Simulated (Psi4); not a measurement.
# doublet CH3Al+ at 3 levels

Aim: a comparison of 3 runs (UB3LYP/6-31G*, UHSE06/cc-pVTZ) of doublet CH3Al+. 

The results are computed with Psi4 1.11.

2 further runs of the same task are left out: 1 that didn't finish, 1 set aside as unsound or not needed.

## Step 1: The system as given

CH3Al+ has 5 atoms, charge +1, and is taken as a doublet. As SMILES of the parent species, `C[Al]`. The coordinates come from a PBE0-D4/def2-TZVP relaxation. That shape belongs to the parent species and isn't relaxed for this state.

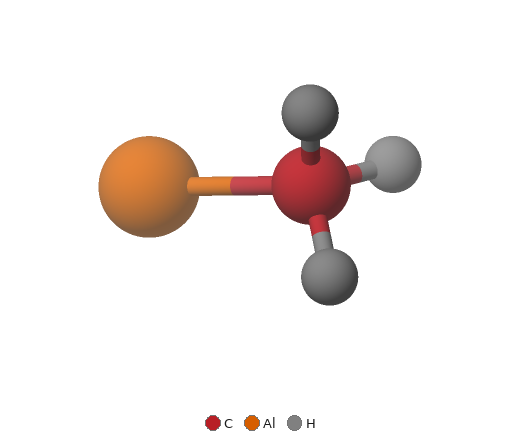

Viewed from a chosen angle; carbon red, aluminium orange, hydrogen grey.

## Step 2: The energy at UB3LYP/6-31G(d) (spherical functions) (run 1)

job.in reads:

```
memory 2.2 GB

molecule molecule1 {
  1 2
  C     -0.131220    -0.057510     0.054000
  Al     1.572690     0.689240    -0.647230
  H     -0.230740    -1.127460    -0.171770
  H     -0.205100     0.049890     1.144270
  H     -1.005630     0.445840    -0.379270
  units angstrom
  symmetry c1
}

set basis 6-31G*
set reference uks
set puream true
set e_convergence 1e-09
set d_convergence 1e-08
set scf_type pk
set dft_radial_points 99
set dft_spherical_points 590
set maxiter 100

energy_value, wavefunction = energy("b3lyp", return_wfn=True)
oeprop(wavefunction, "QUADRUPOLE", "LOWDIN_CHARGES", "MULLIKEN_CHARGES")
print_variables()
```

On the command line:

```
$ psi4 -i job.in -o job.out -n 1
```

job.out:

```text
[...]
  Running in c1 symmetry.
[...]
  Nuclear repulsion =   38.261471693784713
[...]
  Multiplicity = 2
[...]
  Nalpha       = 11
  Nbeta        = 10
[...]
    Number of basis functions: 38
[...]
   @UKS iter   1:  -281.77610403491286   -2.31507e-02   1.71867e-02 ADIIS/DIIS
[...]
   @UKS iter  12:  -282.02888822073231   -1.08002e-12   9.27802e-10 DIIS
[...]
   @S^2 Observed:                7.564221956E-01
[...]
    Orbital Energies [Eh]
    ---------------------
    Alpha Occupied:
       1A    -56.350442     2A    -10.396532     3A     -4.436540
       4A     -2.989776     5A     -2.989776     6A     -2.985970
       7A     -0.913022     8A     -0.616722     9A     -0.616721
      10A     -0.610250    11A     -0.475904
    Alpha Virtual:
      12A     -0.289707    13A     -0.289706    14A     -0.171917
      15A     -0.074532    16A     -0.052957    17A     -0.052957
      18A     -0.013719    19A      0.015201    20A      0.015202
      21A      0.077719    22A      0.189652    23A      0.189652
      24A      0.212128    25A      0.212128    26A      0.311529
[...]
  @UKS Final Energy:  -282.02888822073231
   => Energetics <=
    Nuclear Repulsion Energy =             38.2614716937847135
    One-Electron Energy =                -460.0064066757987575
    Two-Electron Energy =                 159.8158097599080918
    DFT Exchange-Correlation Energy =     -20.0997629986263640
    Empirical Dispersion Energy =           0.0000000000000000
    VV10 Nonlocal Energy =                  0.0000000000000000
    Total Energy =                       -282.0288882207323695
[...]
 Multipole Moments:
 ------------------------------------------------------------------------------------
     Multipole            Electronic (a.u.)      Nuclear  (a.u.)        Total (a.u.)
 ------------------------------------------------------------------------------------
 L = 1.  Multiply by 2.5417464519 to convert [e a0] to [Debye]
 Dipole X            :          5.0785052           -4.5782441            0.5002611
 Dipole Y            :          2.2256819           -2.0064375            0.2192444
 Dipole Z            :         -2.0900256            1.8841495           -0.2058762
 Magnitude           :                                                    0.5837074
 L = 2.  Multiply by 1.3450342976 to convert [e a0^2] to [Debye ang]
 Quadrupole XX       :        -74.7625152           66.2331088           -8.5294064
 Quadrupole XY       :        -25.7498479           26.5865744            0.8367264
[...]
  Mulliken Charges: (a.u.)
   Center  Symbol    Alpha    Beta     Spin     Total
       1     C     3.52692  3.16992  0.35701 -0.69684
       2    AL     6.37396  5.71996  0.65400  0.90608
       3     H     0.36637  0.37004 -0.00367  0.26359
       4     H     0.36637  0.37004 -0.00367  0.26359
       5     H     0.36637  0.37004 -0.00367  0.26359
   Total alpha = 11.00000, Total beta = 10.00000, Total charge =  1.00000
  Lowdin Charges: (a.u.)
   Center  Symbol    Alpha    Beta     Spin     Total
       1     C     3.41718  3.11057  0.30661 -0.52775
[...]
```

Run time: 15 s. Hardware: 1 thread of Intel Xeon Platinum 8259CL at 2.50GHz (Skylake/Cascade Lake), shared host; peak memory 0.52 GiB.

## Step 3: Energy and gradient at UB3LYP/6-31G(d) (Cartesian functions) (run 2)

ch3al.py reads:

```python
import psi4

psi4.set_memory('2200 MB')
psi4.set_num_threads(1)
psi4.core.set_output_file('ch3al.out', False)

m = psi4.geometry("""
1 2
C     -0.131220    -0.057510     0.054000
Al     1.572690     0.689240    -0.647230
H     -0.230740    -1.127460    -0.171770
H     -0.205100     0.049890     1.144270
H     -1.005630     0.445840    -0.379270
symmetry c1
no_reorient
no_com
""")

psi4.set_options({
    'basis': '6-31G*',
    'reference': 'uks',
    'puream': False,
    'e_convergence': 1e-09,
    'd_convergence': 1e-08,
    'scf_type': 'pk',
    'dft_radial_points': 99,
    'dft_spherical_points': 590,
    'maxiter': 100,
})

energy_value, wavefunction = psi4.gradient('b3lyp', molecule=m, return_wfn=True)
psi4.oeprop(wavefunction, 'MULLIKEN_CHARGES', 'MAYER_INDICES', 'QUADRUPOLE', title='B3LYP')
print('gradient / Eh bohr^-1')
print(energy_value.np.round(6))
print(f'energy = {wavefunction.energy():.10f} Eh')
for k, v in sorted(psi4.core.scalar_variables().items()):
    print(f'{k:45s} {v:18.10f}')
```

On the command line:

```
$ python ch3al.py
```

ch3al.out (excerpt; [...] marks lines left out):

```text
[...]
  Running in c1 symmetry.
[...]
  Nuclear repulsion =   38.261471693784713
[...]
  Multiplicity = 2
[...]
  Nalpha       = 11
  Nbeta        = 10
[...]
    Number of basis functions: 40
[...]
   @UKS iter   1:  -281.77936523328196   -2.49046e-02   1.65258e-02 DIIS/ADIIS
[...]
   @UKS iter  12:  -282.03155256255303   -1.25056e-12   1.96783e-09 DIIS
[...]
   @S^2 Observed:                7.563933364E-01
[...]
  @UKS Final Energy:  -282.03155256255303
   => Energetics <=
    Nuclear Repulsion Energy =             38.2614716937847135
    One-Electron Energy =                -460.0016990642437804
    Two-Electron Energy =                 159.7959316500539728
    DFT Exchange-Correlation Energy =     -20.0872568421479301
    Empirical Dispersion Energy =           0.0000000000000000
    VV10 Nonlocal Energy =                  0.0000000000000000
    Total Energy =                       -282.0315525625530313
[...]
  -Total Gradient:
     Atom            X                  Y                   Z
    ------   -----------------  -----------------  -----------------
       1        0.017945390674     0.007862555635    -0.007387561797
       2        0.001484801631     0.000650928430    -0.000610995239
       3       -0.007305973750     0.000207793445     0.003893372310
       4       -0.007390946144    -0.003703506680    -0.000475887750
       5       -0.004733134525    -0.005017842958     0.004581067674
[...]
 Multipole Moments:
 ------------------------------------------------------------------------------------
     Multipole            Electronic (a.u.)      Nuclear  (a.u.)        Total (a.u.)
 ------------------------------------------------------------------------------------
 L = 1.  Multiply by 2.5417464519 to convert [e a0] to [Debye]
 Dipole X            :        -32.1480834           34.4235913            2.2755078
 Dipole Y            :        -14.0890524           15.0863073            0.9972549
 Dipole Z            :         13.2303549          -14.1668232           -0.9364684
 Magnitude           :                                                    2.6550755
 L = 2.  Multiply by 1.3450342976 to convert [e a0^2] to [Debye ang]
 Quadrupole XX       :       -122.7496225          119.1432595           -3.6063630
 Quadrupole XY       :        -46.7854275           49.7747068            2.9892793
[...]
  Mulliken Charges: (a.u.)
   Center  Symbol    Alpha    Beta     Spin     Total
[...]
```

Standard output:

```text
gradient / Eh bohr^-1
[[ 0.017945  0.007863 -0.007388]
 [ 0.001485  0.000651 -0.000611]
 [-0.007306  0.000208  0.003893]
 [-0.007391 -0.003704 -0.000476]
 [-0.004733 -0.005018  0.004581]]
energy = -282.0315525626 Eh
CURRENT ENERGY                                   -282.0315525626
CURRENT REFERENCE ENERGY                         -282.0315525626
DD SOLVATION ENERGY                                 0.0000000000
DFT FUNCTIONAL TOTAL ENERGY                      -282.0315525626
DFT TOTAL ENERGY                                 -282.0315525626
DFT VV10 ENERGY                                     0.0000000000
DFT XC ENERGY                                     -20.0872568421
GRID ELECTRONS ALPHA                               11.0000000671
GRID ELECTRONS BETA                                10.0000000559
GRID ELECTRONS TOTAL                               21.0000001230
NUCLEAR REPULSION ENERGY                           38.2614716938
ONE-ELECTRON ENERGY                              -460.0016990642
PCM POLARIZATION ENERGY                             0.0000000000
PE ENERGY                                           0.0000000000
SCF ITERATION ENERGY                             -282.0315525626
SCF ITERATIONS                                     12.0000000000
SCF TOTAL ENERGY                                 -282.0315525626
TWO-ELECTRON ENERGY                               159.7959316501
XC GRID RADIAL POINTS                              99.0000000000
XC GRID SPHERICAL POINTS                          590.0000000000
XC GRID TOTAL POINTS                           279000.0000000000
```

It took 17 s on 1 thread of Intel Xeon Platinum 8259CL at 2.50GHz (Skylake/Cascade Lake), shared host; peak memory 0.53 GiB.

## Step 4: The energy at UHSE06/cc-pVTZ (run 3)

ch3al.xyz reads:

```xyz
5
CH3Al
C     -0.131220    -0.057510     0.054000
Al     1.572690     0.689240    -0.647230
H     -0.230740    -1.127460    -0.171770
H     -0.205100     0.049890     1.144270
H     -1.005630     0.445840    -0.379270
```

run.py reads:

```python
import psi4

psi4.set_memory('2200 MB')
psi4.set_num_threads(1)
psi4.set_output_file('psi4.out', False)

with open('ch3al.xyz') as f:
    atoms = ''.join(f.readlines()[2:])
m = psi4.geometry('1 2\n' + atoms + 'symmetry c1\nno_reorient\nno_com')

psi4.set_options({
    'reference': 'uks',
    'puream': True,
    'e_convergence': 1e-09,
    'd_convergence': 1e-08,
    'scf_type': 'pk',
    'dft_radial_points': 99,
    'dft_spherical_points': 590,
    'maxiter': 100,
})

E = psi4.energy("hse06/cc-pVTZ", molecule=m)
print(f'hse06/cc-pVTZ energy: {E:.10f} Eh')
```

On the command line:

```
$ python run.py
```

psi4.out:

```text
[...]
  Running in c1 symmetry.
[...]
  Nuclear repulsion =   38.261471693784713
[...]
  Multiplicity = 2
[...]
  Nalpha       = 11
  Nbeta        = 10
[...]
    Number of basis functions: 106
[...]
   @UKS iter   1:  -281.56933415147608    3.97264e-02   7.32022e-03 ADIIS/DIIS
[...]
   @UKS iter  12:  -281.89741198046977   -9.37916e-12   4.52333e-09 DIIS
[...]
   @S^2 Observed:                7.580908663E-01
[...]
    Orbital Energies [Eh]
    ---------------------
    Alpha Occupied:
       1A    -56.467673     2A    -10.426594     3A     -4.466729
       4A     -2.996934     5A     -2.996934     6A     -2.993069
       7A     -0.914455     8A     -0.610213     9A     -0.610212
      10A     -0.604660    11A     -0.470606
    Alpha Virtual:
      12A     -0.297860    13A     -0.297860    14A     -0.183513
      15A     -0.098909    16A     -0.090506    17A     -0.090505
      18A     -0.052404    19A     -0.049597    20A     -0.049596
      21A     -0.035423    22A     -0.035422    23A      0.011280
      24A      0.013860    25A      0.013860    26A      0.130448
[...]
  @UKS Final Energy:  -281.89741198046977
   => Energetics <=
    Nuclear Repulsion Energy =             38.2614716937847135
    One-Electron Energy =                -460.1172641443046132
    Two-Electron Energy =                 159.0000265977253093
    DFT Exchange-Correlation Energy =     -19.0416461276751825
    Empirical Dispersion Energy =           0.0000000000000000
    VV10 Nonlocal Energy =                  0.0000000000000000
    Total Energy =                       -281.8974119804697693
[...]
 Multipole Moments:
 ------------------------------------------------------------------------------------
     Multipole            Electronic (a.u.)      Nuclear  (a.u.)        Total (a.u.)
 ------------------------------------------------------------------------------------
 L = 1.  Multiply by 2.5417464519 to convert [e a0] to [Debye]
 Dipole X            :        -32.1307441           34.4235913            2.2928471
 Dipole Y            :        -14.0814532           15.0863073            1.0048540
 Dipole Z            :         13.2232188          -14.1668232           -0.9436044
 Magnitude           :                                                    2.6753073
[...]
```

Standard output:

```text
hse06/cc-pVTZ energy: -281.8974119805 Eh
```

It took 69 s on 1 thread of Intel Xeon Platinum 8259CL at 2.50GHz (Skylake/Cascade Lake), shared host; peak memory 1.2 GiB.

## Step 5: Overview of the runs

```tsv
run	level	task	Cartesian functions	energy (Eh)	HOMO energy (eV)	LUMO energy (eV)	⟨S²⟩	wall time
1	UB3LYP/6-31G* (spherical functions)	energy	no	-282.028888	-12.95	-10.11	0.756	15 s
2	UB3LYP/6-31G* (Cartesian functions)	gradient	yes	-282.031553	-12.94	-10.10	0.756	17 s
3	UHSE06/cc-pVTZ	energy	no	-281.897412	-12.81	-10.10	0.758	69 s
```

## Step 6: What came out

| quantity | value |
| --- | --- |
| run 3: total energy | -281.89741 Eh |
| run 3: HOMO energy (highest over α and β) | -12.81 eV |
| run 3: LUMO energy (lowest over α and β) | -10.10 eV |
| run 3: ⟨S²⟩ | 0.758 |

Totals of different functionals can't be ranked against each other. All runs together took 1.7 min, the longest 69 s.
